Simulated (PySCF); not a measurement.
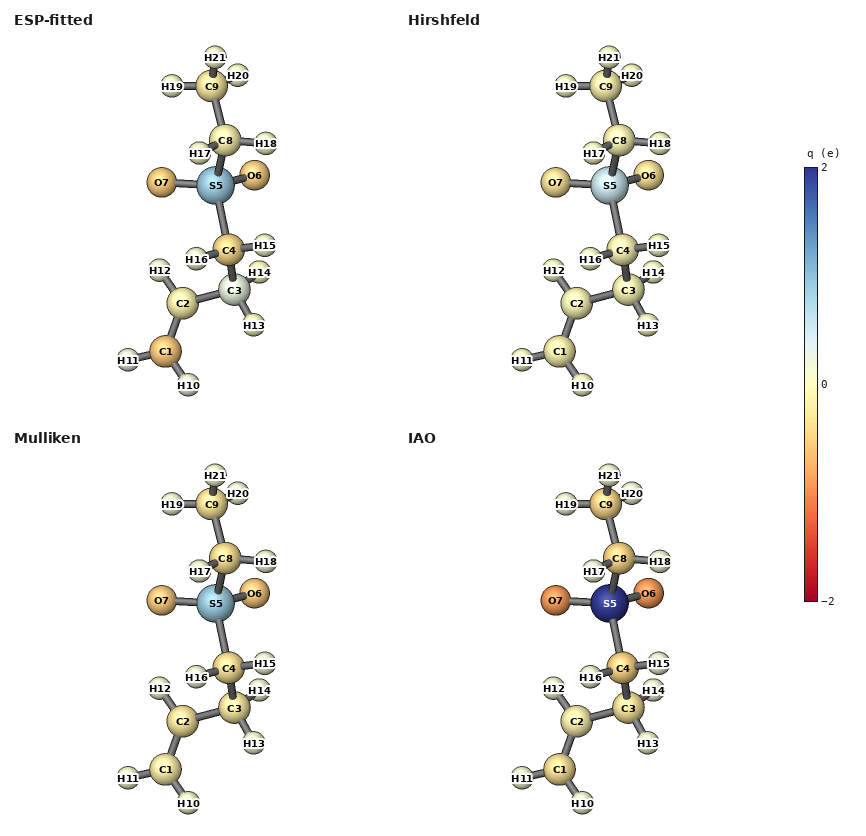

Atomic charges of one calculation by 4 schemes, on one colour scale. The computed structure is the end point of a GFN2-xTB optimisation. No frequency run is at hand to confirm it as a minimum. Computed with PBE0/pcSseg-1 (PySCF 2.14.0).

> Which scheme gives the most polar picture (largest mean size of the charges)?

The IAO charges are the largest in size here, and the Hirshfeld charges the smallest.

> On which atom do the schemes disagree most?

On S5 (from 0.53 to 1.96 e).

List the charges (e), one line for each set of equivalent atoms.

| atom | ESP-fitted | Hirshfeld | Mulliken | IAO |
| --- | --- | --- | --- | --- |
| C1 | −0.54 | −0.11 | −0.15 | −0.32 |
| C2 | −0.12 | −0.04 | −0.24 | −0.14 |
| C3 | 0.24 | −0.07 | −0.21 | −0.27 |
| C4 | −0.43 | −0.07 | −0.32 | −0.45 |
| S5 | 0.90 | 0.53 | 0.90 | 1.96 |
| O6 | −0.50 | −0.32 | −0.54 | −0.90 |
| O7 | −0.52 | −0.31 | −0.54 | −0.90 |
| C8 | −0.11 | −0.07 | −0.35 | −0.45 |
| C9 | −0.23 | −0.12 | −0.28 | −0.43 |
| H10 | 0.20 | 0.04 | 0.10 | 0.14 |
| H11 | 0.21 | 0.05 | 0.12 | 0.15 |
| H12 | 0.15 | 0.04 | 0.15 | 0.16 |
| H13 | 0.03 | 0.05 | 0.13 | 0.15 |
| H14 | 0.00 | 0.04 | 0.17 | 0.17 |
| H15 | 0.12 | 0.05 | 0.16 | 0.16 |
| H16 | 0.15 | 0.05 | 0.17 | 0.17 |
| H17 | 0.07 | 0.05 | 0.16 | 0.16 |
| H18 | 0.08 | 0.05 | 0.16 | 0.16 |
| H19 | 0.09 | 0.04 | 0.14 | 0.16 |
| H20 | 0.09 | 0.05 | 0.14 | 0.16 |
| H21 | 0.09 | 0.05 | 0.14 | 0.16 |
